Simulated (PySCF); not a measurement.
C5H13NSi2

| atom | x (Å) | y (Å) | z (Å) |
| --- | --- | --- | --- |
| C | -1.3591 | -2.5395 | -0.0413 |
| C | -1.6155 | -1.2614 | 0.2181 |
| N | -0.7992 | -0.1633 | 0.0658 |
| Si | -1.1955 | 1.3569 | 0.8200 |
| Si | 0.5666 | 2.4493 | -0.1728 |
| C | 0.9765 | 0.9207 | -1.2436 |
| C | 0.5282 | -0.3454 | -0.5060 |
| C | 1.5337 | -0.7316 | 0.5800 |
| H | -0.4145 | -2.9033 | -0.4031 |
| H | -2.1247 | -3.2789 | 0.1070 |
| H | -2.5915 | -0.9884 | 0.5982 |
| H | -1.2026 | 1.2330 | 2.2893 |
| H | -2.5742 | 1.6731 | 0.4231 |
| H | 1.7140 | 2.8168 | 0.6695 |
| H | 0.3037 | 3.6051 | -1.0360 |
| H | 2.0292 | 0.8271 | -1.5064 |
| H | 0.4223 | 0.9919 | -2.1814 |
| H | 0.4613 | -1.1662 | -1.2310 |
| H | 1.6516 | 0.0883 | 1.2858 |
| H | 1.1785 | -1.6048 | 1.1224 |
| H | 2.5024 | -0.9623 | 0.1421 |

Geometry: GFN2-xTB.

These are results of PBE0/pcSseg-1, SCF density, gas phase, non-relativistic (PySCF), not measurements.

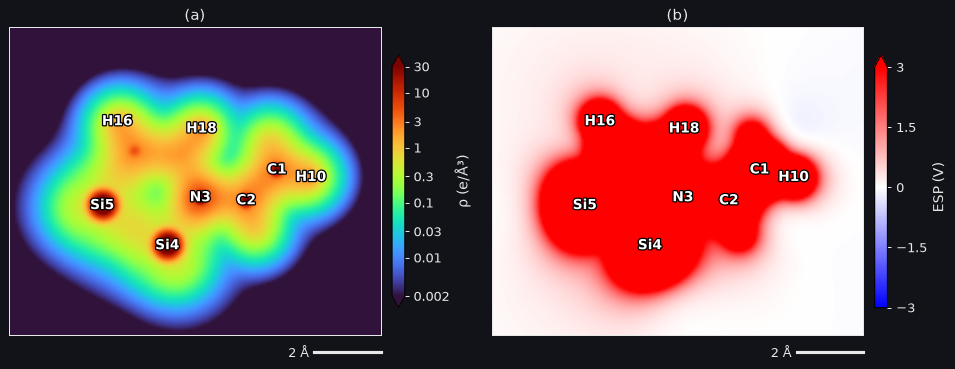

Figure 1. (a) electron density; (b) molecular electrostatic potential on the plane of atoms N3, Si4 and Si5.

Interpret the plot.

Answer. Atoms in the plane: C, N, Si and H.
C–C (1.33 Å): the density is about 2.3 e/Å³ at the midpoint.
C–N (1.38 Å): ρ at the midpoint is about 2.2 e/Å³.
Si–N (1.74 Å): ρ at the midpoint is about 1.1 e/Å³.
Si–Si (2.30 Å): ρ is about 0.67 e/Å³ halfway.
C–H (1.07 Å): the density is about 2 e/Å³ at the midpoint.
The potential has no marked negative region in this plane.

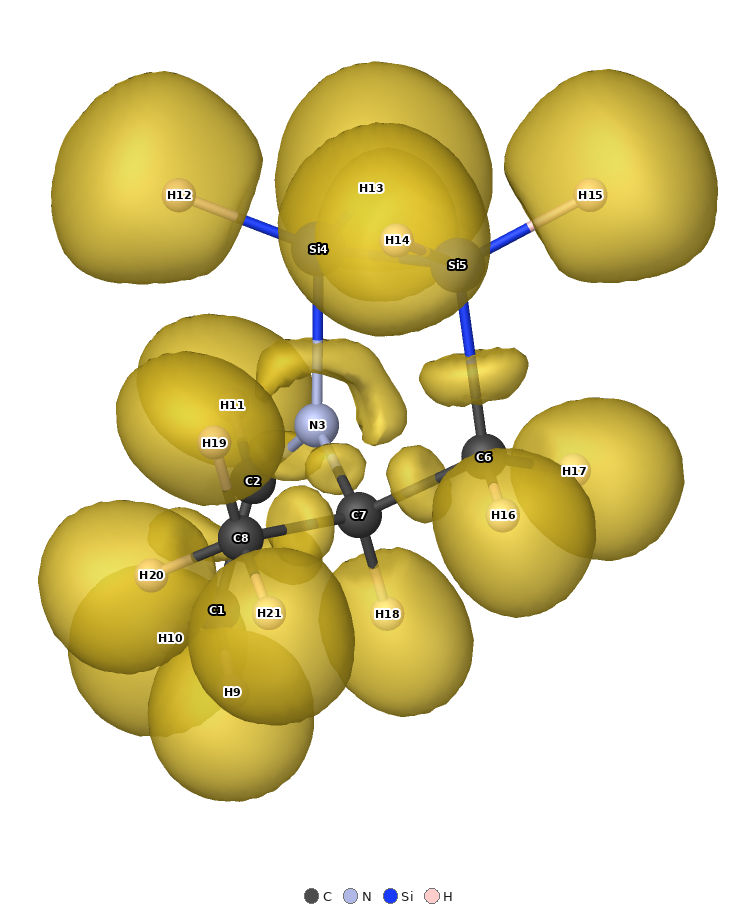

Figure 2. Isosurface of the electron localisation function at 0.85 (yellow), seen at an oblique angle. Core shells and regions of very low density are left out.

Where are the electrons localised?

Answer. The ELF exceeds this value in three regions between bonded C–C atoms (shared pairs), two regions between bonded C–N atoms (shared pairs), one region between bonded C–Si atoms (shared pairs), one region between bonded N–Si atoms (shared pairs), one region between bonded Si–Si atoms (shared pairs) and 13 regions around hydrogen nuclei. Along the contacts the grid gives the following. C–C (1.33 Å): the ELF peaks at about 0.90 between the atoms (a short, multiple covalent bond). C–N (1.38 Å): the ELF peaks at about 0.90 between the atoms; a covalent bond.

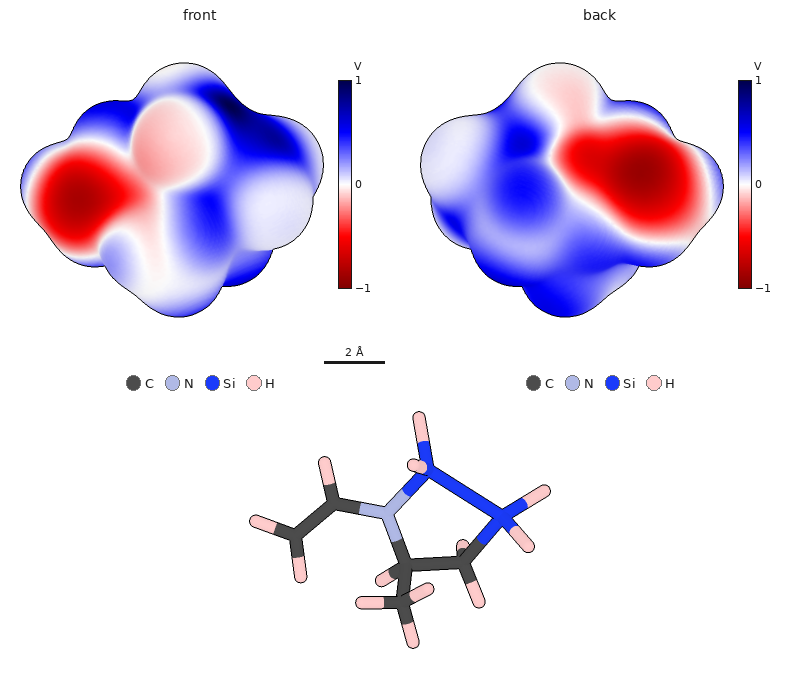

Figure 3. The molecular electrostatic potential painted on the density surface at 0.001 e/bohr³, seen from the front and from behind; red is negative and blue positive. The bare structure is drawn below in the same view.

Where is the surface potential most negative and most positive?

Answer. The most negative region (about −0.9 V) lies over the π face of C1 and C2, the most positive (about +0.9 V) over Si4.
